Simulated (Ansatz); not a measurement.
# C2H8AlNSi: how energies converge with the basis set

How large a basis does C2H8AlNSi need? Two functionals are run in growing sets.

The runs use Ansatz 0.2.0, Gaussian basis; one geometry, several basis sets.

The runs, in order: PBE0-D4/def2-SVP; ωB97M-V/def2-SVP; PBE0-D4/def2-QZVPP; ωB97M-V/def2-QZVPP; the functionals' def2-TZVPP values are taken from earlier runs.

### Step 1. The geometry

An earlier PBE0-D4 in a triple-zeta def2 set relaxation fixed the geometry.

13 atoms, charge 0, spin multiplicity 1.

Atoms are counted from 1 here; the program's logs count them from 0.

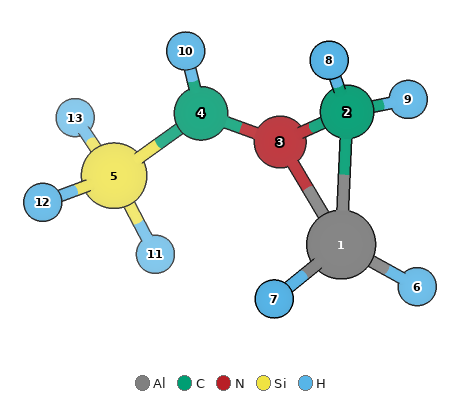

The structure; aluminium grey, carbon teal, nitrogen red, silicon yellow, hydrogen blue; atoms are numbered from 1 in the order of the file.

### Step 2. PBE0-D4 in def2-SVP

The input, in.yaml:

```yaml
crystal:
  periodic: [false, false, false]
  atoms:
    - {symbol: Al, position_ang: [-0.637794, -0.251782, 1.907006]}
    - {symbol: C, position_ang: [-0.225635, -1.811051, 0.691161]}
    - {symbol: N, position_ang: [-0.321283, -0.581011, -0.005472]}
    - {symbol: C, position_ang: [0.476184, -0.152684, -0.911438]}
    - {symbol: Si, position_ang: [0.437452, 1.636085, -1.467044]}
    - {symbol: H, position_ang: [-2.149051, -0.195788, 2.376727]}
    - {symbol: H, position_ang: [0.516931, 0.672878, 2.476361]}
    - {symbol: H, position_ang: [0.625257, -2.448581, 0.454280]}
    - {symbol: H, position_ang: [-1.185918, -2.331012, 0.699822]}
    - {symbol: H, position_ang: [1.184173, -0.867194, -1.351502]}
    - {symbol: H, position_ang: [-0.651599, 2.329300, -0.737719]}
    - {symbol: H, position_ang: [1.746734, 2.279367, -1.182544]}
    - {symbol: H, position_ang: [0.204948, 1.686773, -2.934839]}
basis:
  gaussian: {orbitals: def2-SVP}
hamiltonian: {xc: pbe0, dispersion: d4}
output: {orbitals: {seedname: orbitals}}
```

The run is started by

```bash
$ ansatz run in.yaml --threads 4 --pin off --events-out ev --progress --plain --max-ram 10444MiB
```

The runs that follow: ωB97M-V in def2-SVP; PBE0-D4 in def2-QZVPP; ωB97M-V in def2-QZVPP.

**Question.** What will the summary of the whole plan be? Wanted: PBE0-D4: double and triple zeta above quadruple; ωB97M-V: double and triple zeta above quadruple.

As calculated:

```
                                       quantity          value
PBE0-D4: double and triple zeta above quadruple  9.78, 0.68 eV
ωB97M-V: double and triple zeta above quadruple  9.96, 0.64 eV
```

For PBE0-D4 the step from double to triple zeta gains 9.09 eV and the next only 0.68 eV. These are total energies; as a rule much of such shifts cancels in differences, which this series doesn't test.
